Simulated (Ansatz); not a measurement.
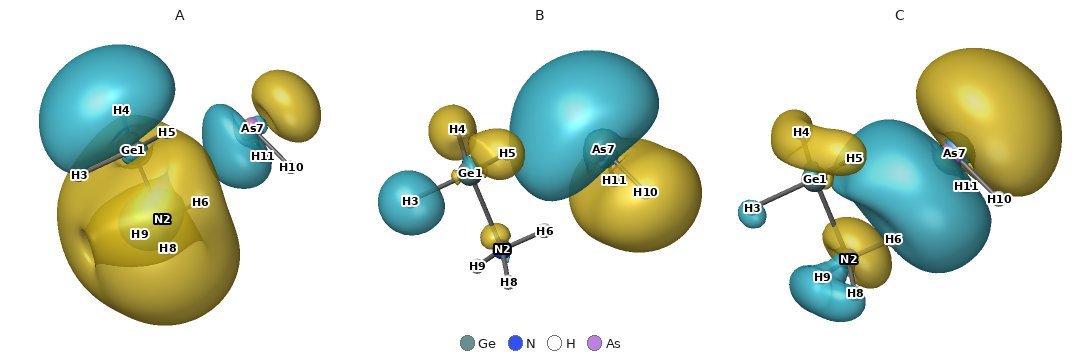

GeH6N···AsH2. Three frontier orbitals at ±0.06 Å⁻³ᐟ² (yellow and cyan are the two phases), in no order.

A transition-state structure; geometry: PBE0-D4/def2-TZVP.

These are results of RKS PBE0-D4/def2-TZVPP in Ansatz, not measurements.

Input file:

```
crystal:
  periodic: [false, false, false]
  atoms:
    - {symbol: Ge, position_ang: [-1.156268, -0.421688, 0.764592]}
    - {symbol: N, position_ang: [0.782616, -0.023299, 0.875076]}
    - {symbol: H, position_ang: [-1.329382, -0.705162, 2.283843]}
    - {symbol: H, position_ang: [-1.391216, -1.705694, -0.014656]}
    - {symbol: H, position_ang: [-1.943240, 0.826520, 0.397187]}
    - {symbol: H, position_ang: [0.912659, 0.190923, -0.177002]}
    - {symbol: As, position_ang: [-0.067043, 0.363920, -2.181276]}
    - {symbol: H, position_ang: [1.002872, 0.783686, 1.456958]}
    - {symbol: H, position_ang: [1.348467, -0.814749, 1.178224]}
    - {symbol: H, position_ang: [0.550948, 1.757748, -2.055906]}
    - {symbol: H, position_ang: [1.289588, -0.252306, -2.527042]}
basis:
  gaussian: {orbitals: def2-TZVPP}
hamiltonian: {xc: pbe0, dispersion: d4}
output: {orbitals: {seedname: orbitals}}
```

Command:

```sh
ansatz run in.yaml --threads 8 --pin off --events-out ev --progress --plain --max-ram 19148MiB
```

Q: Order the three orbitals by energy and name them.

A: B is the HOMO−1 (−6.71 eV). Its weight (Hirshfeld) is mainly on As7 (about 65 %), H11 (about 10 %) and H10 (about 10 %); largely a lone pair of As7. C is the HOMO (−4.55 eV). Its weight (Hirshfeld) is mainly on As7 (about 70 %), Ge1 (about 5 %), N2 (about 5 %) and H6 (about 5 %); largely a lone pair of As7. A is the LUMO (−0.68 eV). It lies mainly on Ge1 (about 35 %), N2 (about 15 %), H9 (about 15 %), H8 (about 15 %) and As7 (about 10 %).

Q: What is the HOMO–LUMO gap?

A: 3.87 eV between the orbital energies.
